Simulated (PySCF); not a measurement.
## Electronic structure of C$_{4}$H$_{12}$BN in real space

Input

```
{"job": {"kind": "nmr", "xc": "PBE0", "basis": "pcSseg-1"}, "charge": 0, "multiplicity": 1}
C      1.846846    -0.423381     0.356964
B      0.900322     0.331335    -0.706942
N     -0.007721     1.504860     0.065813
C     -1.192186     1.004998    -0.662696
C     -0.559072    -0.313770    -1.115660
C     -1.077735    -1.514376    -0.334462
H      2.644943     0.224933     0.718251
H      1.314506    -0.795310     1.231440
H      2.329959    -1.282067    -0.102606
H      1.476289     0.854149    -1.603798
H      0.211562     2.487407    -0.062849
H     -0.055845     1.301488     1.058021
H     -1.413920     1.668474    -1.498183
H     -2.080471     0.925532    -0.029382
H     -0.730568    -0.500519    -2.176671
H     -2.124854    -1.716881    -0.565841
H     -0.496891    -2.397964    -0.585967
H     -0.993921    -1.352588     0.738152
```

Command:

```sh
OMP_NUM_THREADS=1 python probes_run.py task.json out
```

Geometry: GFN2-xTB.

The calculation used PBE0/pcSseg-1, SCF density, gas phase, non-relativistic in PySCF.

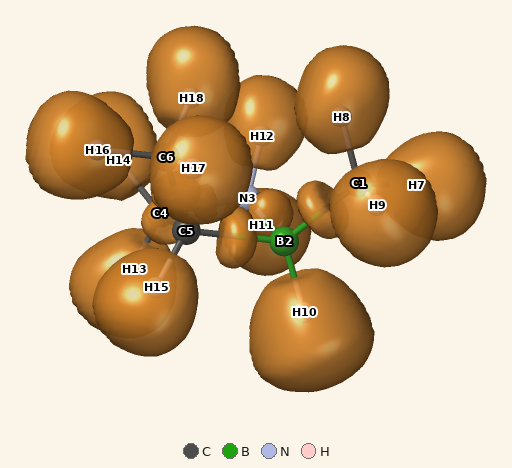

Figure 1. Isosurface of the electron localisation function at 0.85 (orange), seen from one side. Only the valence region is drawn (cores and ρ < 0.01 e/Å³ removed).

Question: Where are the electrons localised?

Answer: The ELF exceeds this value in two regions between bonded B–C atoms (shared pairs), one region between bonded B–N atoms (shared pairs), two regions between bonded C–C atoms (shared pairs), one region between bonded C–N atoms (shared pairs) and twelve regions around hydrogen nuclei. Along the contacts the grid gives the following. C–N (1.48 Å): the ELF peaks at about 0.95 between the atoms: localised, covalent bonding. C–C (1.52 Å): the ELF peaks at about 0.95 between the atoms (a covalent bond).

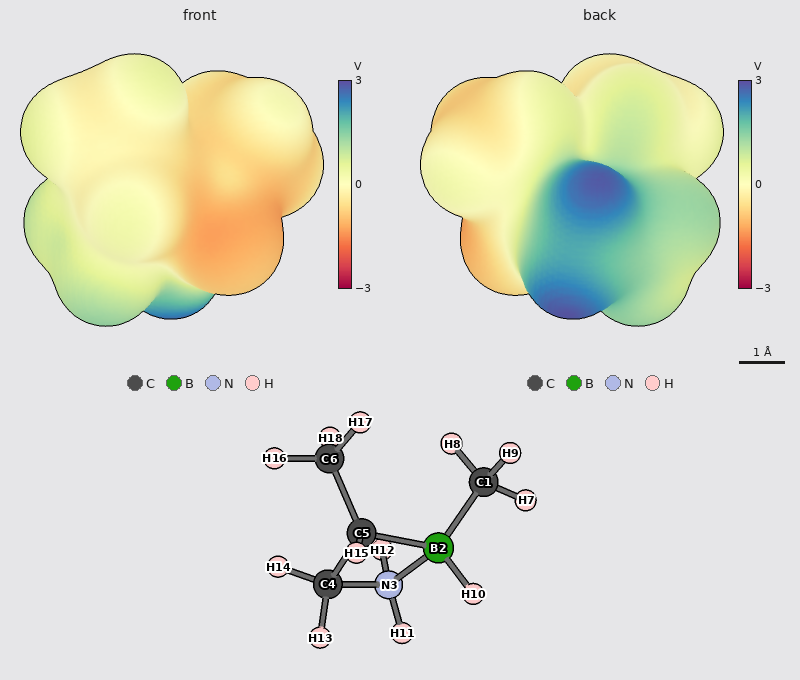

Figure 2. The molecular electrostatic potential painted on the density surface at 0.004 e/bohr³, seen from the front and from behind; the colour scale runs from red (negative) to blue (positive). The bare structure is drawn below in the same view.

Question: Which sites attract a positive test charge, and which a negative one?

Answer: A positive charge is drawn to the negative regions and a negative charge to the positive ones. The most negative region (about −1.3 V, or −30 kcal/mol for a unit charge) lies over H10, the most positive (about +2.8 V, or +65 kcal/mol for a unit charge) over H11 and H12.
